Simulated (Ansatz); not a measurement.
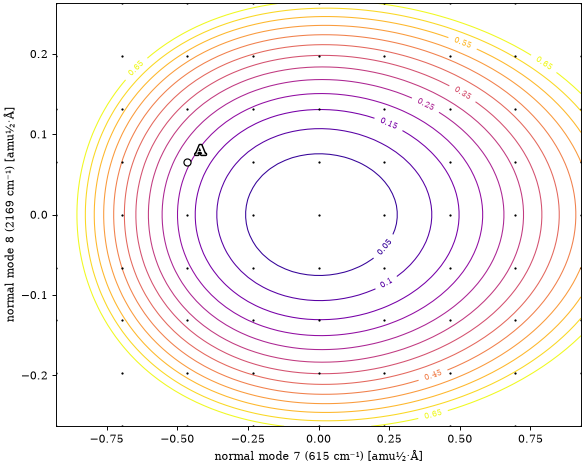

H₂Si₃, SMILES [Si]1=[SiH][SiH]=1. The first coordinate is: normal mode 7 (615 cm⁻¹); the second: normal mode 8 (2169 cm⁻¹). Nothing is relaxed (straight displacements along the two mass-weighted modes). The grid has 9 × 9 points. Points are written as (first, second). All energies are given in eV relative to the lowest grid point. All numbers below come from RKS r2SCAN-D4/def2-TZVP in Ansatz 0.2.0.

The picture shows contour lines labelled in eV (none above 0.65), dots at the grid points, the point A. Between grid points the surface is interpolated.

### Is A at rest? If not, where is it pushed?

A, at (−0.464 amu½·Å, 0.066 amu½·Å), is not a stationary point. The computed force is 0.79 eV for each amu½·Å towards larger values of normal mode 7 (615 cm⁻¹) and 1.2 eV for each amu½·Å towards smaller values of normal mode 8 (2169 cm⁻¹).
